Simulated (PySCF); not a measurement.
**C7H11FSi2: density, localisation and related maps**

```xyz
21

C    -0.7602    2.0484    1.8354
C    -0.5250    0.9312    1.4712
C    -0.2847   -0.4227    1.0328
F     0.7186   -0.9927    1.8368
Si   -1.9178   -1.4698    1.0576
C    -2.1236   -1.2594   -0.8256
C    -0.7659   -0.8172   -1.2904
C     0.1546   -0.4281   -0.4146
Si    1.9369    0.0311   -0.8322
C     2.4526    1.6054    0.0888
H    -0.9553    3.0299    2.1503
H    -2.9648   -0.8402    1.8597
H    -1.6096   -2.8386    1.4659
H    -2.4259   -2.1654   -1.3525
H    -2.8673   -0.4989   -1.0750
H    -0.5604   -0.8299   -2.3513
H     1.9966    0.2340   -2.2871
H     2.8083   -1.0870   -0.4494
H     2.4223    1.4540    1.1635
H     3.4652    1.8934   -0.1770
H     1.7963    2.4395   -0.1433
```

Geometry: GFN2-xTB.

Level of theory: PBE0/pcSseg-1, SCF density, gas phase, non-relativistic (PySCF 2.14.0).

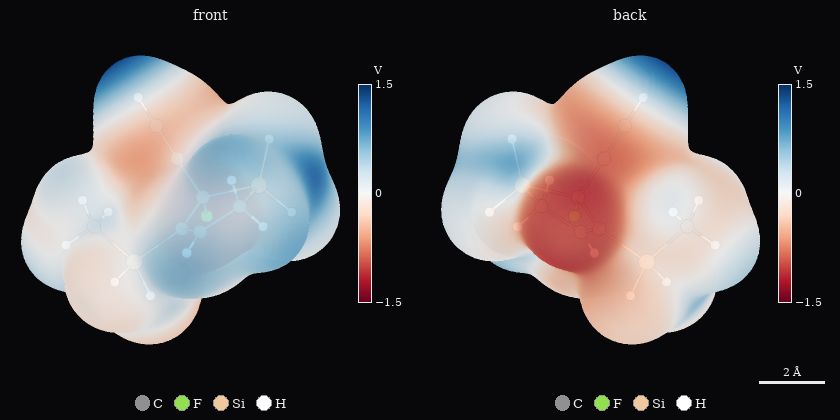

Figure 1. The electrostatic potential painted on the density surface at 0.001 e/bohr³, seen from the front and from behind; red is negative and blue positive.

Where is the surface potential most negative and most positive?

Answer. The most negative region (about −1.1 V) lies over F4, the most positive (about +1.2 V) over H11.

How polar is the molecule by this calculation?

Answer. Its dipole moment is 2.47 D.

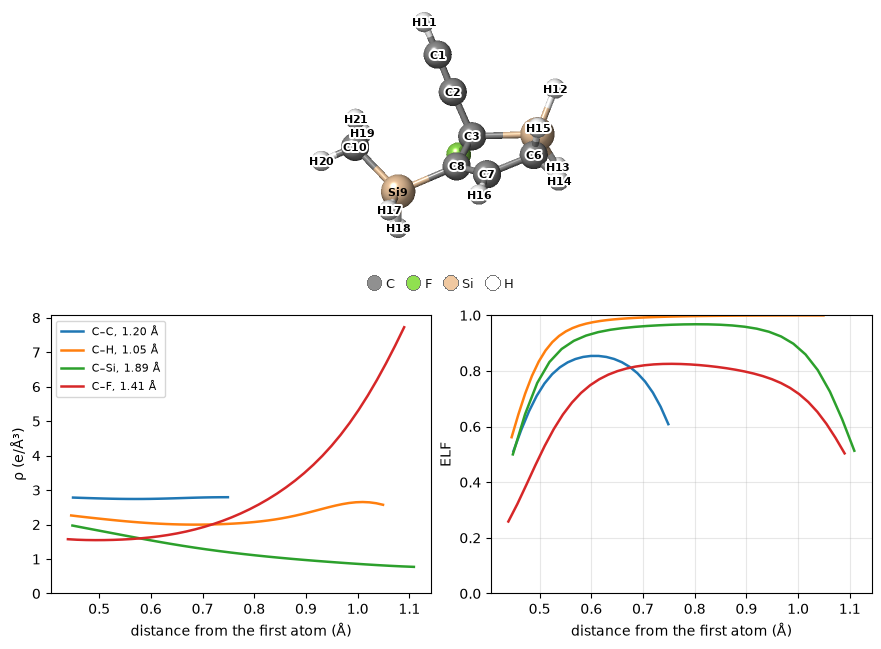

Figure 2. Total electron density and electron localisation function along straight lines between neighbouring atoms. The curves leave out the atomic cores. The structure is drawn too.

What kind of bonding do the profiles show?

Answer. C–C (1.20 Å): ρ is about 2.7 e/Å³ halfway; the ELF peaks at about 0.85 between the atoms (a short, multiple covalent bond).
C–H (1.05 Å): ρ at the midpoint is about 2.1 e/Å³; the ELF climbs to about 1 towards the hydrogen, as it does in any bond to H: an ordinary covalent bond to hydrogen.
C–Si (1.89 Å): ρ at the midpoint is about 0.92 e/Å³; the ELF peaks at about 0.95 between the atoms (a covalent bond).
C–F (1.41 Å): ρ is about 1.9 e/Å³ halfway, with its minimum of 1.5 e/Å³ about 0.5 Å from C; the ELF peaks at about 0.85 between the atoms, as expected for a polar covalent bond.
